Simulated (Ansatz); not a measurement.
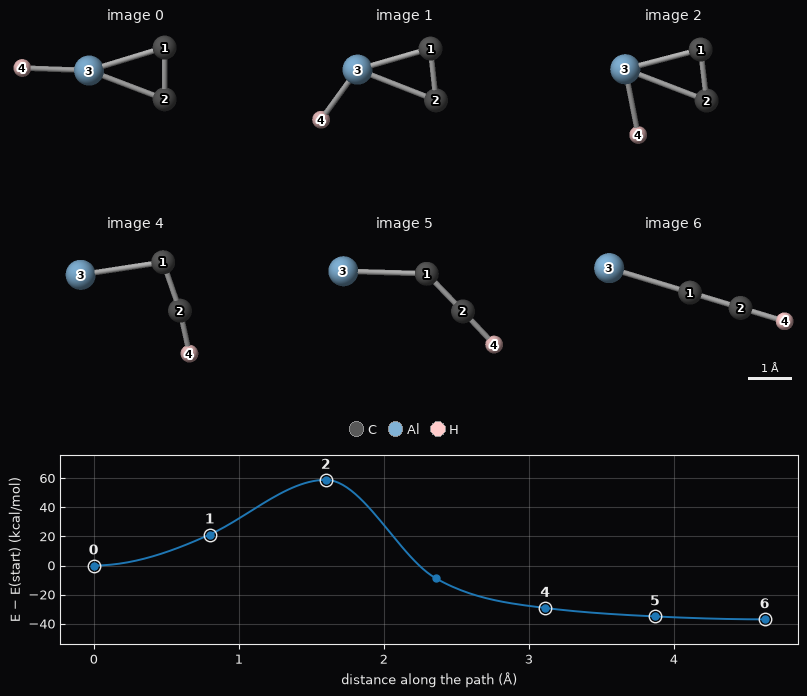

A search for the minimum-energy path of C₂HAl by the nudged elastic band. Images are numbered from 0 (start) to 6 (end). The picture is a ball-and-stick view, seen at a tilt.

Method: RKS PBE-D4/def2-SVPD (Ansatz). Run with 5 movable images; climbing image; force threshold 0.03 eV/Å; iteration limit 60; starting path through a guess of the saddle point.

What happens along the path, and what is the barrier?

The energy climbs by 58.8 kcal/mol to image 2 and then falls by 95.8 kcal/mol, so the end point sits at −37.0 kcal/mol. Breaking: Al3–H4 (1.58 → 1.65 at the top → 4.31 Å), C2–Al3 (1.90 → 2.05 at the top → 3.22 Å). Forming: C2–H4 (3.43 → 1.86 at the top → 1.08 Å). The band converged in 13 iterations, with a climbing image at the top. At the top, the vibrational analysis gives one imaginary mode (1205i cm⁻¹), as a transition state must have.

The run took about 110 core-seconds on a shared host.
